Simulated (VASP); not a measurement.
# MnO2 (Pyrolusite) with r2SCAN + rVV10: from relaxation to properties, part 2 of 16

What structure does MnO2 (Pyrolusite) take at this level, and what are its properties? The start is a cell from a database of measured crystal structures.

VASP 6.6.1, plane waves and PAW; the level of theory is named at each step.

So far: Set-up; Magnetic order: ferromagnetic.

## 2. Magnetic order: ferromagnetic (continued)

Level of this step: r2SCAN with rVV10, spin-polarised from a ferromagnetic start; plane waves and PAW (Mn_pv, O) (VASP).

OUTCAR, selected parts (step 2):

```text
ion  position               nearest neighbor table
   1  0.000  0.000  0.000-   4 1.88   6 1.88   4 1.88   6 1.88   5 1.90   3 1.90
   2  0.500  0.500  0.500-   3 1.88   5 1.88   3 1.88   5 1.88   4 1.90   6 1.90
   3  0.305  0.305  0.000-   2 1.88   2 1.88   1 1.90
   4  0.195  0.805  0.500-   1 1.88   1 1.88   2 1.90
   5  0.695  0.695  0.000-   2 1.88   2 1.88   1 1.90
   6  0.805  0.195  0.500-   1 1.88   1 1.88   2 1.90

  LATTYP: Found a simple tetragonal cell.
 ALAT       =     4.3983000000
 C/A-ratio  =     0.6532069209

 Subroutine GETGRP returns: Found 16 space group operations
 (whereof  8 operations were pure point group operations)

The static configuration has the point symmetry D_2h.
 The point group associated with its full space group is D_4h.

 Found     30 irreducible k-points:

   k-points           NKPTS =     30   k-points in BZ     NKDIM =     30   number of bands    NBANDS=     39

   dimension x,y,z NGX =    36 NGY =   36 NGZ =   24
   dimension x,y,z NGXF=    72 NGYF=   72 NGZF=   48

   ENCUT  =  520.0 eV  38.22 Ry    6.18 a.u.   8.18  8.18  5.34*2*pi/ulx,y,z

   NELECT =      50.0000    total number of electrons

 k-points in reciprocal lattice and weights: Automatic mesh
   0.00000000  0.00000000  0.00000000       0.005
   0.20000000  0.00000000  0.00000000       0.020
   0.40000000  0.00000000  0.00000000       0.020
   0.20000000  0.20000000  0.00000000       0.020
   0.40000000  0.20000000  0.00000000       0.040
   0.40000000  0.40000000  0.00000000       0.020
   0.00000000  0.00000000  0.12500000       0.010
   0.20000000  0.00000000  0.12500000       0.040
   0.40000000  0.00000000  0.12500000       0.040
[...]
0.40000000  0.20000000  0.50000000       0.040
   0.40000000  0.40000000  0.50000000       0.020

 average (electrostatic) potential at core
       1 -76.2770       2 -76.2770       3 -73.6342       4 -73.6342       5 -73.6342
       6 -73.6342

 E-fermi :   4.8804

 spin component 1
 k-point     1 :       0.0000    0.0000    0.0000
  band No.  band energies     occupation
    ...
     24       3.4084      1.00000
     25       3.8366      1.00000
     26       3.8366      1.00000
     27       4.3026      1.00000
     28       4.3233      1.00000
     29       4.9437      0.03652
     30       8.0169      0.00000
     31       8.0169      0.00000
     32       8.6934      0.00000
     33      13.3328      0.00000
    ...

 k-point     2 :       0.2000    0.0000    0.0000
  band No.  band energies     occupation
    ...
     24       3.4156      1.00000
     25       3.5144      1.00000
     26       3.6009      1.00000
     27       4.1743      1.00000
     28       4.2104      1.00000
     29       5.7327      0.00000
     30       7.9281      0.00000
     31       7.9585      0.00000
     32       8.5161      0.00000
     33      13.8916      0.00000
    ...

 k-point     3 :       0.4000    0.0000    0.0000
  band No.  band energies     occupation
    ...
     24       3.1864      1.00000
     25       3.3298      1.00000
     26       3.4913      1.00000
     27       3.9307      1.00000
     28       4.0022      1.00000
     29       6.9241      0.00000
     30       7.8081      0.00000
     31       7.8401      0.00000
     32       7.9225      0.00000
     33      15.1445      0.00000
    ...

 k-point     4 :       0.2000    0.2000    0.0000
  band No.  band energies     occupation
    ...
     24       2.9454      1.00000
     25       3.5470      1.00000
     26       3.7328      1.00000
     27       4.1084      1.00000
     28       4.4227      1.00000
     29       5.9093      0.00000
     30       7.8241      0.00000
     31       8.0037      0.00000
     32       8.2991      0.00000
     33      14.4019      0.00000
    ...

 k-point     5 :       0.4000    0.2000    0.0000
  band No.  band energies     occupation
    ...
     24       2.8711      1.00000
     25       3.1979      1.00000
     26       3.3461      1.00000
     27       4.2331      1.00000
     28       4.3950      1.00000
     29       6.7060      0.00000
     30       7.6458      0.00000
     31       7.8170      0.00000
     32       7.9290      0.00000
     33      15.5443      0.00000
    ...

 k-point     6 :       0.4000    0.4000    0.0000
  band No.  band energies     occupation
    ...
     24       2.8646      1.00000
     25       2.8883      1.00000
     26       3.0187      1.00000
     27       4.5707      1.00000
     28       4.6213      1.00000
     29       6.5519      0.00000
     30       7.0070      0.00000
     31       7.9181      0.00000
     32       7.9829      0.00000
     33      16.4427      0.00000
    ...

  Total       -0.5317706     -0.5317706     -0.7224210      0.0000000      0.0000000      0.0000000
  in kB      -15.3295554    -15.3295554    -20.8255096      0.0000000      0.0000000      0.0000000
  external PRESSURE =     -17.1615401 kB  Pullay stress =       0.0000000 kB

  energy-cutoff  :      520.00
  volume of cell :       55.58
      direct lattice vectors                 reciprocal lattice vectors
     4.398300000  0.000000000  0.000000000     0.227360571  0.000000000  0.000000000
     0.000000000  4.398300000  0.000000000     0.000000000  0.227360571  0.000000000
     0.000000000  0.000000000  2.873000000     0.000000000  0.000000000  0.348068221

 POSITION                                       TOTAL-FORCE (eV/Angst)
 -----------------------------------------------------------------------------------
      0.00000      0.00000      0.00000        -0.000000     -0.000000      0.000000
      2.19915      2.19915      1.43650        -0.000000     -0.000000      0.000000
      1.34214      1.34214      0.00000        -0.011853     -0.011853     -0.000000
      0.85701      3.54129      1.43650         0.011853     -0.011853      0.000000
      3.05616      3.05616      0.00000         0.011853      0.011853      0.000000
      3.54129      0.85701      1.43650        -0.011853      0.011853      0.000000
 -----------------------------------------------------------------------------------
    total drift:                                0.000000      0.000000      0.000000

  FREE ENERGIE OF THE ION-ELECTRON SYSTEM (eV)
  ---------------------------------------------------
  free  energy   TOTEN  =       -64.1155791489 eV

  energy  without entropy=      -64.1155508581  energy(sigma->0) =      -64.11556500

 total charge
# of ion       s       p       d       tot
------------------------------------------
    1        0.382   6.467   4.824  11.673
    2        0.382   6.467   4.824  11.673
    3        1.573   3.496   0.000   5.068
    4        1.573   3.496   0.000   5.068
    5        1.573   3.496   0.000   5.068
    6        1.573   3.496   0.000   5.068
--------------------------------------------------
tot          7.054  26.917   9.649  43.620

 magnetization (x)
# of ion       s       p       d       tot
------------------------------------------
    1        0.016   0.028   2.765   2.809
    2        0.016   0.028   2.765   2.809
    3        0.001   0.053   0.000   0.054
    4        0.001   0.053   0.000   0.054
    5        0.001   0.053   0.000   0.054
    6        0.001   0.053   0.000   0.054
--------------------------------------------------
tot          0.035   0.269   5.530   5.834

[... 6 further parts left out ...]
```

The gap is read on the k-mesh alone, so it is an upper bound where the band edges lie off the mesh. Direct gaps are counted within one spin. The valence top and the conduction bottom belong to opposite spins. The PAW data sets were made with PBE, which is usual practice but a small mismatch for other functionals.

A gap read on the k-mesh alone can miss the band edges.

Numbers from this step:

| Quantity | Value |
| --- | --- |
| SCF cycles | 18 |
| electrons | 50 |
| bands | 39 |
| irreducible k-points | 30 |
| symmetry operations | 16 |
| free energy (TOTEN) | -64.1156 eV |
| Fermi energy | 4.880 eV |
| pressure | -1.716 GPa |
| moment of the cell, from the last line of the log | 6.000 μB |
| metallic | no |
| valence top at k | 0, 0, 0 |
| conduction bottom at k | 0, 0, 0 |
| least direct gap on the k-mesh, within one spin | 0.6204 eV |
| gap on the k-mesh | 0.1267 eV |

Spin moment in the PAW sphere by atom:

```
atom  spin moment in the PAW sphere (μB)
 Mn1                                2.81
 Mn2                                2.81
  O3                                0.05
  O4                                0.05
  O5                                0.05
  O6                                0.05
```

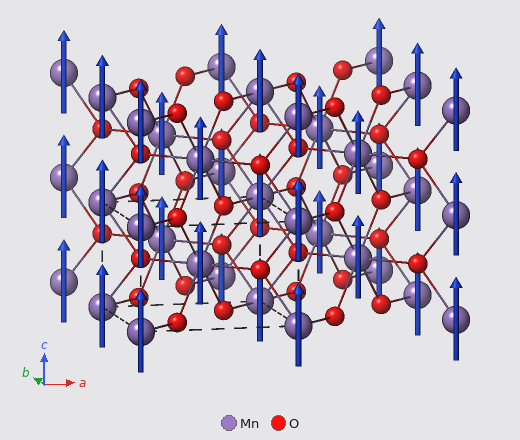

Spin moment in the PAW sphere as arrows, the longest 2.81 μB. Up and down stand for the sign. Arrows give size and sign along the axis of quantisation, drawn up and down the page. 2×2×2 cells are drawn. Some periodic images of atoms are drawn too.

The run ends ferromagnetic with a largest moment of 2.81 μB, and the mesh shows a gap of 0.13 eV.

[end of part 2 of 16]

[Lines on the potential files, build, host, timing and source positions are cut from VASP's logs without a mark.]

[Logs are printed without paths, hosts, clocks, repeated set-up lines and the standing remarks that a program may print on its own settings, such as how far it seeks lower states.]

[Hosts, paths, dates, database ids (printed as entryN), source tags and the programs' standing remarks are cut or masked in the printed files.]

[A measured line is paired with the nearest computed mode of its activity, which favours agreement.]

[In band tables of VASP the shares of atoms and orbitals are scaled to a sum of 1 inside the atoms' spheres.]
